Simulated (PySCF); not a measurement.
**C₄H₁₁P, SMILES `CC(C)(C)P`: what the electrons do**

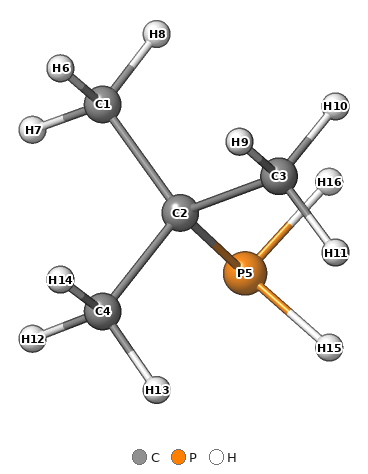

The molecule, with its atoms numbered as below. No frequency check shows the geometry to be a minimum.

Cartesian coordinates (Å):

```
C1       0.8812    1.2520    0.7012
C2       0.3587    0.0001   -0.0043
C3       0.7975   -0.0006   -1.4669
C4       0.8809   -1.2517    0.7019
P5      -1.5244    0.0001    0.1492
H6       1.9695    1.2777    0.6726
H7       0.5638    1.2639    1.7429
H8       0.5029    2.1521    0.2182
H9       1.8853   -0.0001   -1.5289
H10      0.4277    0.8830   -1.9851
H11      0.4275   -0.8842   -1.9846
H12      0.5635   -1.2630    1.7436
H13      0.5024   -2.1521    0.2195
H14      1.9692   -1.2777    0.6733
H15     -1.7283   -1.0026   -0.8004
H16     -1.7280    1.0026   -0.8010
```

## 1. Bonding charge

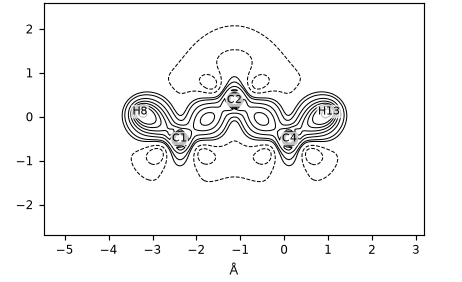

Deformation density (molecule less spherical, spin-averaged free atoms) in the plane of C1, C2, C4, H8 and H13; contours at ±0.05 to ±0.8 e/Å³; solid lines: gain, dashed lines: loss.

Level of theory: B3LYP/6-31G* (PySCF), at a geometry from GFN2-xTB.

**Describe the bonding that the map shows.**

C1–H8 and C4–H13: +0.62 e/Å³ at the bond critical point (bond length 1.09 Å, Mayer order 0.9). C1–C2 and C2–C4: +0.45 e/Å³ at the bond critical point (bond length 1.53 Å, Mayer order 1.0). In all, 3.1 electrons gather in the regions of gain relative to the promolecule.

## 2. Electrostatic potential

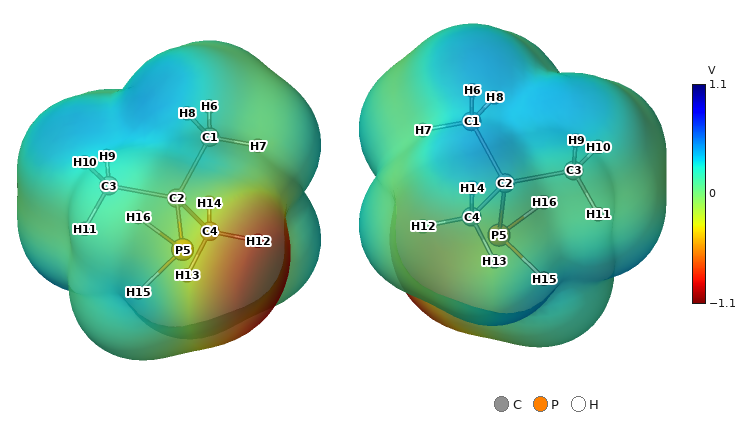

Electrostatic potential on the surface of electron density 0.001 a.u. (back view left, front view right).

**Where are the extremes of the potential on the surface?**

Highest: 0.45 V, 1.4 Å from H14, and at like points elsewhere. Lowest: −1.08 V, 2.4 Å from P5. Further minima include 0.00 V, about equally far (1.7 Å) from H12 and H13, over C4 (2.0 Å), and at like points elsewhere; 0.02 V, near H9 (1.78 Å), H11 (1.80 Å), C3 (1.91 Å) and H10 (1.94 Å). The surface is sampled at points, so like sites can differ by a few per cent and only the strongest of them is named.

**What volume does the surface enclose, and what is the dipole moment?**

About 145 Å³; the dipole moment is 1.3 D.

## 3. Removing or adding an electron

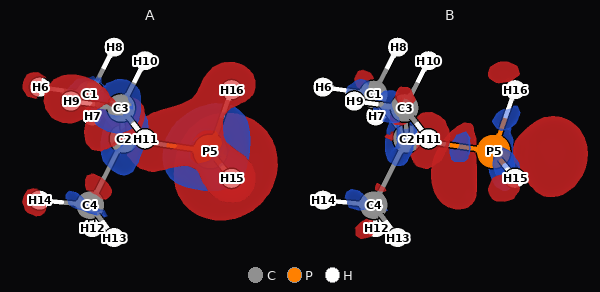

The two Fukui functions at ±0.03 e/Å³ (red positive, blue negative).

Level of theory: PBE0/6-31G* (PySCF), at a geometry from GFN2-xTB.

**Which panel is f⁻ (electron removed) and which f⁺ (electron added)?**

A is f⁻, B is f⁺. f⁻ (Hirshfeld-condensed) is largest on P5 (0.46); the vertical ionisation energy is 9.13 eV. f⁺ (Hirshfeld-condensed) is largest on P5 (0.36); the vertical electron affinity is −2.75 eV (the stability of the anion's solution wasn't checked; negative, but this basis has no diffuse functions, so it doesn't show that the anion is unbound).

**What chemical potential and hardness follow from the two energies?**

μ = −(I + A)/2 = −3.19 eV and η = I − A = 11.89 eV.

## 4. Localised orbitals

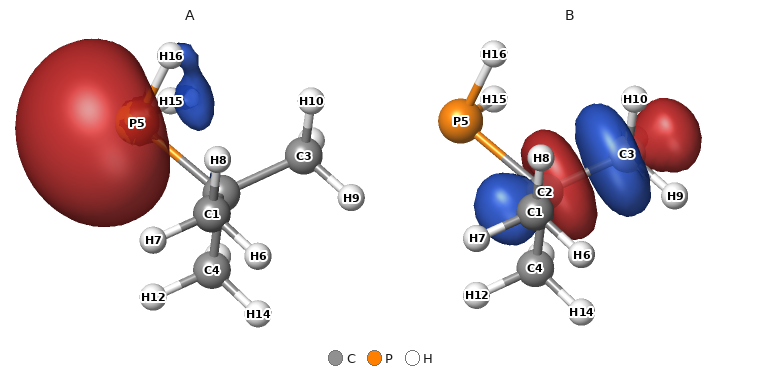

Intrinsic bond orbitals (IBO), occupied and valence-virtual; each surface holds about 85 % of the orbital's density. Energies are diagonal elements of the Fock matrix.

PySCF calculation, ωB97X/def2-SVPD, gas phase; geometry: GFN2-xTB.

**What does each orbital represent in a Lewis picture?**

By panel:
- A: lone pair on P5 (sp1.1-type) (P5 100 %; −11.8 eV)
- B: σ* orbital C2–C3 (C2 50 %, C3 49 %; 13.2 eV)

**How do all the valence pairs divide up?**

16 pairs: 15 σ bonds and 1 lone pair.

## 5. Stretching a bond

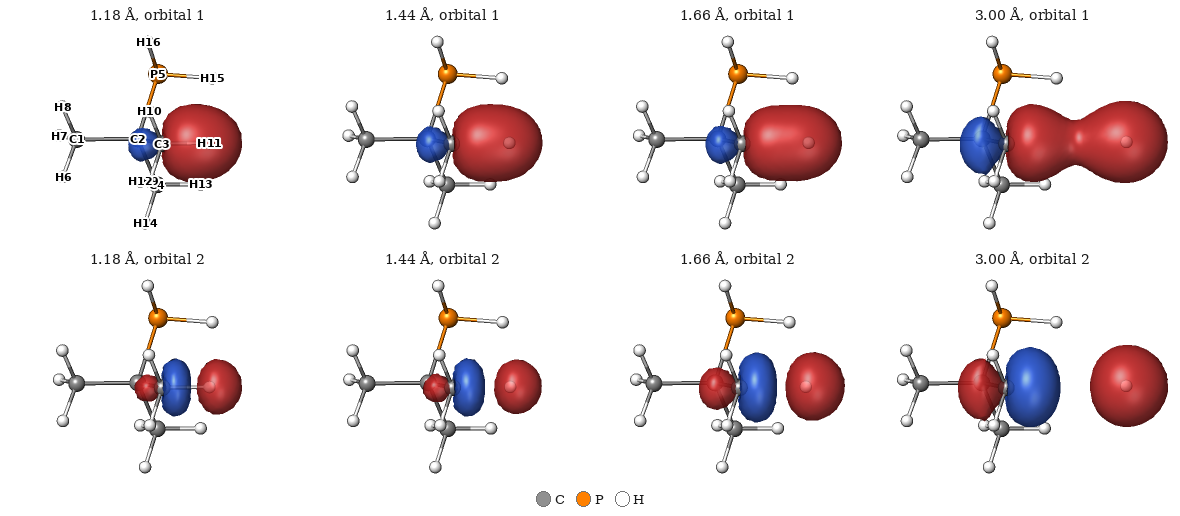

Rigid stretch of the C3–H11 bond. The two CASSCF(2,2) natural orbitals nearest half filling (orbital 1 the more occupied).

Level of theory: 6-31G* basis (PySCF), at a geometry from GFN2-xTB.

**How do the occupations change along the stretch?**

1.18 Å: 1.98 and 0.02; 1.44 Å: 1.95 and 0.05; 1.66 Å: 1.91 and 0.09; 3.00 Å: 1.29 and 0.71. At the longest distance computed (3.00 Å) they are 1.29 and 0.71, and the effective number of unpaired electrons is 1.7.

**Where does the UHF solution part from RHF?**

Between 1.66 Å (⟨S²⟩ = 0, the two coincide) and 1.93 Å (⟨S²⟩ = 0.56); at 3.00 Å ⟨S²⟩ is 0.99 and UHF lies 3.5 eV below RHF.

**How much energy does the stretch cost?**

By CASSCF, 4.3 eV from the lowest point of the scan (1.07 Å) to 3.00 Å; RHF gives 7.3 eV from its own lowest point. The fragments aren't relaxed and dynamic correlation is missing, so this isn't a bond dissociation energy.
